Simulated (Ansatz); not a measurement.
The starting structures come from a database of crystals and need not be the phases stable at ambient conditions.

 Where the default PAW files enter, the runs use the earlier of Ansatz's two default sets.

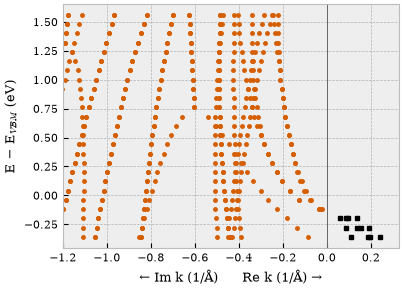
Figure: Complex bands at the centre of the two-dimensional zone; r2SCAN (Ansatz, a first-principles code)

No gap correction and no spin-orbit coupling; mid-gap values are interpolated between computed energies.

Task: This is HfIN (R-3m, not sure to be the ambient phase, 6 atoms a cell, 20.4 Å³ an atom) along the normal of (101). Read off the slowest decay at the centre of the two-dimensional zone at 0.60 eV, the computed energy nearest the middle of the gap.

Result: κ ≈ 0.18 1/Å, a decay length 1/(2κ) of the density of 2.8 Å.
